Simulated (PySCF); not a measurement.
# AlCl3, SMILES `Cl[Al](Cl)Cl`: electronic structure

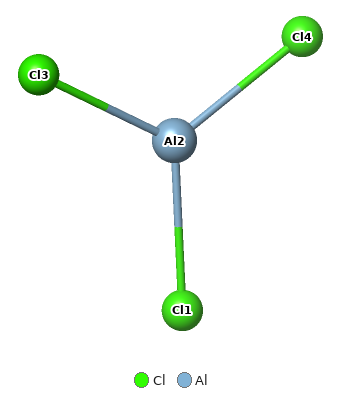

The molecule, with its atoms numbered as below. No frequency check shows the geometry to be a minimum.

Cartesian coordinates (Å):

```
Cl1      1.0151    1.7579    0.0000
Al2     -0.0002    0.0000    0.0000
Cl3      1.0149   -1.7580    0.0000
Cl4     -2.0298    0.0001    0.0000
```

Part 1: Bonding charge

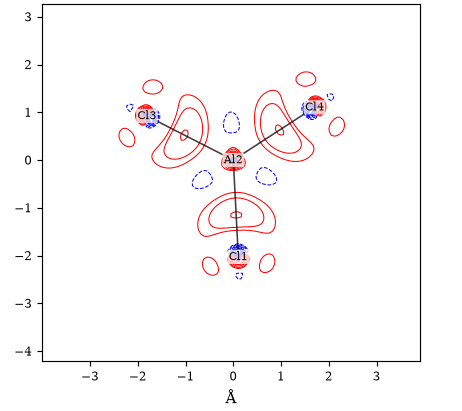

Deformation density (molecule less spherical, spin-averaged free atoms) in the molecular plane; contours at ±0.05 to ±0.8 e/Å³; solid red lines: gain, dashed blue lines: loss.

PySCF calculation, PBE0/def2-TZVP, gas phase; geometry: GFN2-xTB.

**Describe the bonding that the map shows.**

Al2–Cl4, Cl1–Al2 and Al2–Cl3: +0.09 e/Å³ at the bond critical point (bond length 2.03 Å, Mayer order 1.3). In all, 0.9 electrons gather in the regions of gain relative to the promolecule. A small or negative value marks a very polar bond, one between electron-rich atoms, whose free-atom densities already overlap strongly, a long bond to a heavier atom, or a closed-shell contact such as a hydrogen bond.

**Where do the Hirshfeld charges lie?**

The highest Hirshfeld charge is on Al2 (+0.48 e), the lowest on Cl1, Cl3 and Cl4 (−0.16 e).

Part 2: Bond critical points

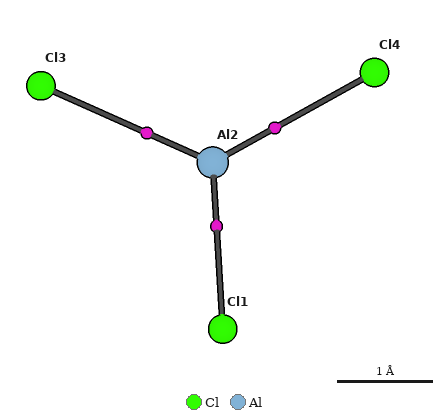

Molecular graph of the electron density (QTAIM): bond paths, bond critical points (magenta), ring points (cyan, if any); weak paths are dashed.

**How many critical points of each kind are there, and does the count close?**

4 nuclei, 3 bond, 0 ring and 0 cage critical points: 4 − 3 + 0 − 0 = 1, as the Poincaré–Hopf relation requires.

**What does the calculation give at each kind of bond critical point?**

```json
{"bond": "Al2–Cl4 (3 alike)", "length (Å)": "2.030", "ρ (a.u.)": "0.086", "∇²ρ (a.u.)": "+0.38", "ε": "0.05", "H (a.u.)": "−0.021"}
```

**What kind of interaction is Al2–Cl4?**

Polar or intermediate (positive Laplacian, negative energy density H): ρ = 0.086, ∇²ρ = +0.38, H = −0.021 a.u.

Part 3: Local ionisation energy

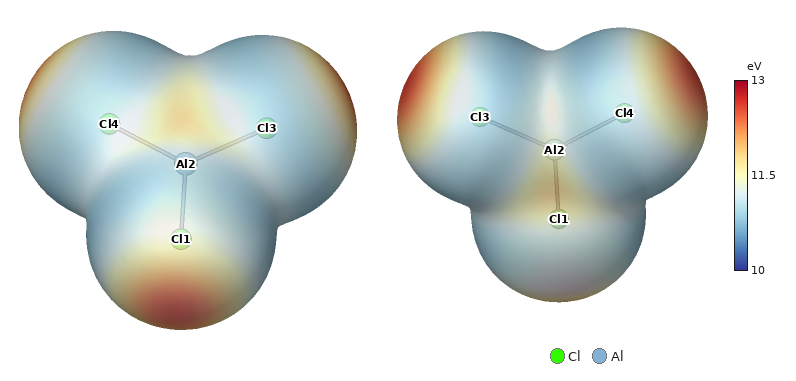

Average local ionisation energy on the surface of electron density 0.001 a.u. (back view left, front view right).

**Where are the most loosely bound electrons on this surface?**

The lowest value is 10.8 eV, 2.1 Å from Cl3, and at like points elsewhere. For comparison, the highest occupied orbital lies at −9.4 eV.

Part 4: In an electric field

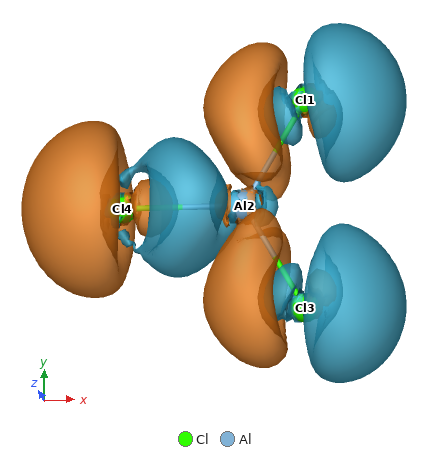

Change of the electron density in a uniform field of 0.21 V/Å, surfaces at ±0.001 e/Å³ (light blue: gain, orange: loss).

Computed with PySCF, PBE0/def2-TZVP, geometry: GFN2-xTB. A basis without diffuse functions makes polarisabilities too small.

The field was applied in both directions; the picture shows the one opposite to the script's first.

**Along which Cartesian direction does the field point?**

Along −x: electrons gather on the +x side, against the field.

**How large is the response?**

The induced dipole is 0.62 D (along the field); α along this axis, from the fields in both directions, is 61 bohr³ (9.0 Å³).

Part 5: Removing or adding an electron

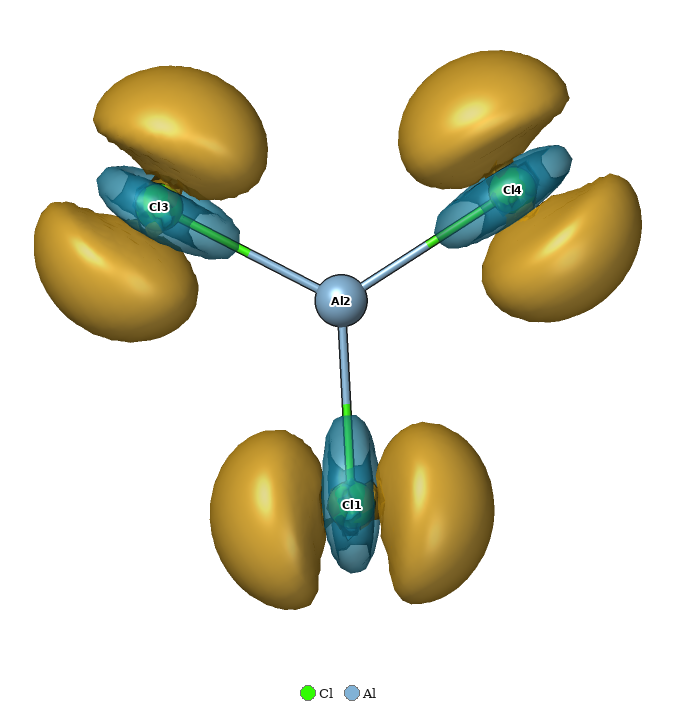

Fukui function f⁻ = ρ(N) − ρ(N−1) at fixed geometry, surfaces at ±0.02 e/Å³ (yellow positive, teal negative).

Computed with PySCF, PBE0/def2-TZVP, geometry: GFN2-xTB.

**On which atoms does the density change most on removal of an electron?**

f⁻ (Hirshfeld-condensed) is largest on Cl1, Cl3 and Cl4 (0.29 each); the vertical ionisation energy is 11.43 eV (the stability of the cation's solution wasn't checked). Condensed values hint at sites of electrophilic attack but needn't mark the atom that reacts. Orbital relaxation makes it negative in places (0.11 e in all).

The PySCF runs shown took 7.6 s, 17 s and 19 s on 1 thread of Intel(R) Xeon(R) Platinum 8488C (Sapphire Rapids), on a shared host.
